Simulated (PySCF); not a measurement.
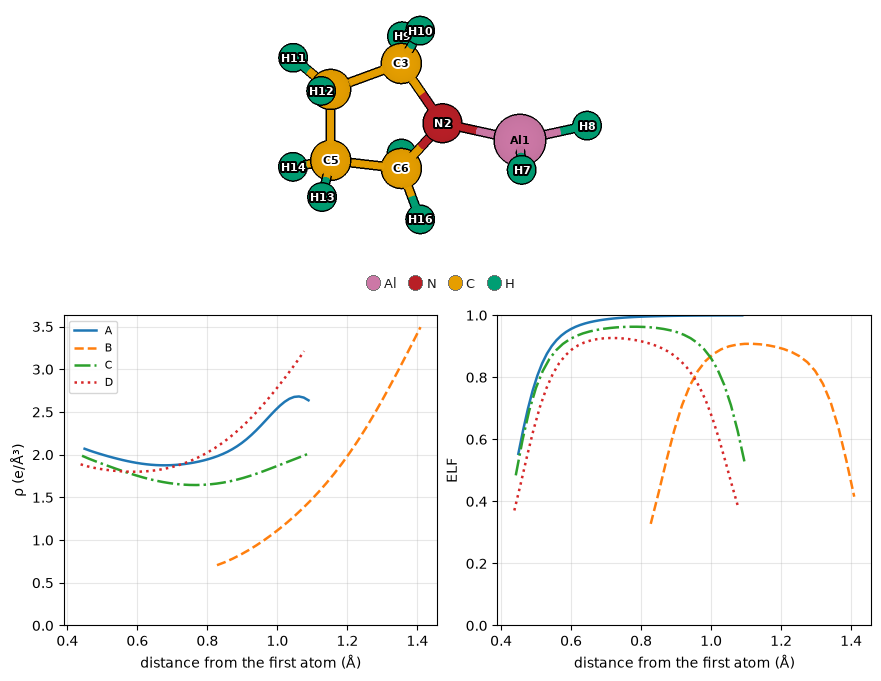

The picture shows: C4H10AlN. Electron density and electron localisation function along straight lines between neighbouring atoms. The curves leave out the atomic cores. The structure is drawn too.

Geometry: GFN2-xTB.

Theory: CAM-B3LYP/def2-SVPD, SCF density, gas phase (PySCF).

Input file:

```
{"job": {"kind": "uv", "xc": "CAM-B3LYP", "basis": "def2-SVPD", "nstates": 8, "ntriplets": 3}, "charge": 0, "multiplicity": 1}
Al     2.339214     0.374416     0.890615
N      0.821671     0.191270    -0.038908
C     -0.231831     1.179296    -0.248733
C     -1.537053     0.439084     0.085979
C     -1.200587    -1.043588    -0.161349
C      0.262587    -1.019705    -0.630964
H      2.373055     0.119733     2.412899
H      3.654044     0.791833     0.196931
H     -0.249995     1.499425    -1.299120
H     -0.061419     2.056769     0.379179
H     -2.359065     0.784347    -0.539108
H     -1.805940     0.600277     1.128856
H     -1.289592    -1.613595     0.762411
H     -1.850221    -1.495134    -0.909501
H      0.296229    -0.958905    -1.727154
H      0.831306    -1.896578    -0.313443
```

Launched as:

```sh
OMP_NUM_THREADS=1 python probes_run.py task.json out
```

> Which curve belongs to which contact (Al–N, C–C, C–H and C–N)? The first atom named is at distance zero.

Curve A: C–H (1.09 Å): the density is about 2 e/Å³ at the midpoint; the ELF climbs to about 1 towards the hydrogen, as it does in any bond to H (an ordinary covalent bond to hydrogen). Curve B: Al–N (1.79 Å): ρ is about 0.83 e/Å³ halfway; the ELF peaks at about 0.90 in the valence shell of N, 0.7 Å from its nucleus, and is about 0.65 at the midpoint. Curve C: C–C (1.54 Å): ρ at the midpoint is about 1.6 e/Å³; the ELF peaks at about 0.95 between the atoms (a covalent bond). Curve D: C–N (1.46 Å): ρ is about 1.9 e/Å³ halfway; the ELF peaks at about 0.95 between the atoms, as expected for a shared electron pair.
